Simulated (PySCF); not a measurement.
## NMR shielding calculation, with input and output: C₆H₅F

- system: C₆H₅F
- method: GIAO PBE0/STO-3G NMR shielding, non-relativistic, gas phase (PySCF 2.14.0)

The geometry comes from this level: PBE0-D3(BJ)/def2-SVP. Figures and captions count atoms from 1; the log counts them from 0 in places.

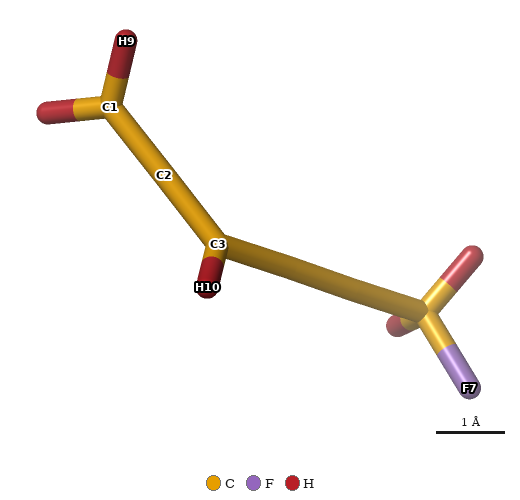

Figure 1. The structure (stick view, seen at a tilt; atoms are numbered from 1 in the order of the input). Bond lengths as drawn: C–C 1.21 to 1.46 Å, C–F 1.37 Å and C–H 1.10 Å.

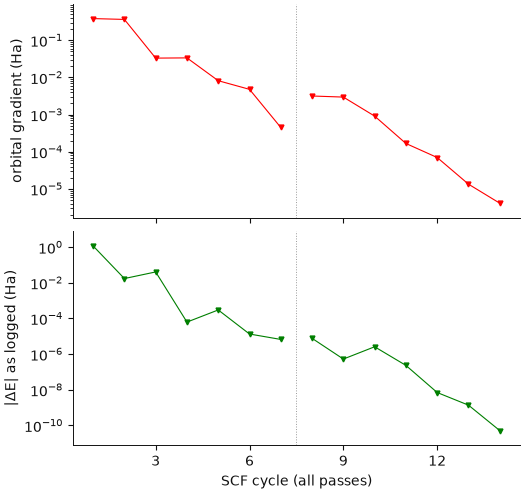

Figure 2. Convergence of the self-consistent field: orbital gradient and size of the energy change against the SCF cycle. The dotted line marks the change from a coarse to the final integration grid. The first 7 cycles use a coarse grid, the final grid takes over at cycle 8, and the field converges after 14 cycles in all.

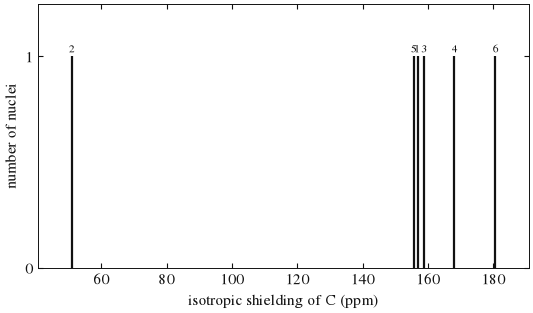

Figure 3. Isotropic shieldings of the carbon nuclei in this fixed geometry, labelled by atom number; shielding grows to the right, so chemical shift grows to the left. The least shielded is C2 (51.0 ppm), the most shielded C6 (180.6 ppm).

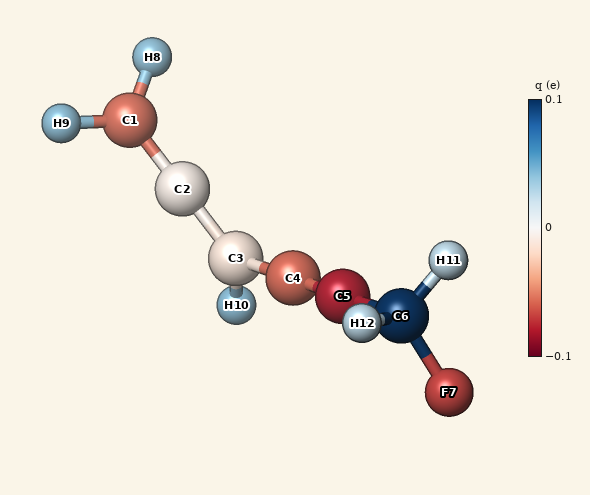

Figure 4. Hirshfeld charges, as the colour of each atom (ball-and-stick view, seen at a tilt; atoms are numbered from 1 in the order of the input). By element: C −0.08 to +0.10, F −0.07 and H +0.03 to +0.05 e.

These pictures come from the run below.

Input
```
{"job": {"kind": "nmr", "xc": "PBE0", "basis": "STO-3G", "pop": true}, "charge": 0, "multiplicity": 1}
C      3.075248     0.097618     0.814811
C      2.068750    -0.255960     0.065004
C      1.058177    -0.622421    -0.699573
C     -0.300312    -0.267573    -0.466261
C     -1.467767     0.018580    -0.292832
C     -2.856440     0.382012    -0.046900
F     -3.701959    -0.128221    -0.996663
H      3.398569    -0.518890     1.661760
H      3.627048     1.024918     0.624371
H      1.267074    -1.246193    -1.579929
H     -3.171175     0.006557     0.943257
H     -2.958836     1.482108    -0.038103
```

The first line tells a small driver script what to run in PySCF; the rest is the geometry in Å.

Command:
```bash
OMP_NUM_THREADS=1 python <driver script> task.json out
```

Output
```
coarse grid: 10704 points
cycle   1  E = -326.6681614844  dE =  1.162e+00  |g| = 3.834e-01  |ddm| = 4.983e+00
cycle   2  E = -326.6853571040  dE = -1.720e-02  |g| = 3.641e-01  |ddm| = 1.088e+00
cycle   3  E = -326.7258310167  dE = -4.047e-02  |g| = 3.314e-02  |ddm| = 4.945e-01
cycle   4  E = -326.7258932051  dE = -6.219e-05  |g| = 3.360e-02  |ddm| = 7.596e-02
cycle   5  E = -326.7261914249  dE = -2.982e-04  |g| = 8.177e-03  |ddm| = 3.989e-02
cycle   6  E = -326.7262047408  dE = -1.332e-05  |g| = 4.788e-03  |ddm| = 1.276e-02
cycle   7  E = -326.7262113614  dE = -6.621e-06  |g| = 4.509e-04  |ddm| = 5.481e-03
final grid: 105712 points
cycle   8  E = -326.6960799518  dE = -7.625e-06  |g| = 3.170e-03  |ddm| = 1.199e-02
cycle   9  E = -326.6960804768  dE = -5.249e-07  |g| = 2.964e-03  |ddm| = 7.983e-03
cycle  10  E = -326.6960830419  dE = -2.565e-06  |g| = 9.126e-04  |ddm| = 4.287e-03
cycle  11  E = -326.6960832730  dE = -2.311e-07  |g| = 1.674e-04  |ddm| = 1.092e-03
cycle  12  E = -326.6960832799  dE = -6.957e-09  |g| = 7.015e-05  |ddm| = 2.357e-04
cycle  13  E = -326.6960832813  dE = -1.362e-09  |g| = 1.347e-05  |ddm| = 8.686e-05
cycle  14  E = -326.6960832814  dE = -5.116e-11  |g| = 4.140e-06  |ddm| = 1.846e-05
converged SCF energy = -326.6960832814

GIAO shielding tensors (ppm)
atom      isotropic    diamagn.    paramagn.     s11        s22        s33       span
  0 C      156.859     254.389     -97.530     83.942    172.970    213.665    129.723
  1 C       50.965     264.062    -213.096     19.374     60.632     72.890     53.516
  2 C      158.896     252.878     -93.982     97.446    170.782    208.461    111.015
  3 C      168.007     267.195     -99.188    115.424    119.104    269.494    154.071
  4 C      155.760     268.019    -112.260    114.473    118.985    233.822    119.349
  5 C      180.613     247.968     -67.355    154.439    166.567    220.832     66.393
  6 F      448.098     449.389      -1.291    409.340    457.296    477.658     68.318
  7 H       27.726      29.800      -2.073     25.944     26.060     31.175      5.231
  8 H       27.739      29.800      -2.061     25.952     26.067     31.199      5.247
  9 H       27.642      28.577      -0.935     24.140     28.396     30.390      6.250
 10 H       29.916      29.393       0.523     25.490     28.395     35.863     10.373
 11 H       29.916      29.385       0.531     25.491     28.392     35.866     10.375
```

Key numbers

- outcome: converged
- total energy: −326.696083 hartree
- HOMO: −4.88 eV
- LUMO: 2.14 eV
- dipole moment: 1.19 D
- isotropic shielding, C: 51.0 to 180.6 ppm
- isotropic shielding, F: 448.1 ppm
- isotropic shielding, H: 27.6 to 29.9 ppm
- hardware: 1 CPU thread, shared host
- wall time: 4.7 s
- peak memory: 0.39 GiB
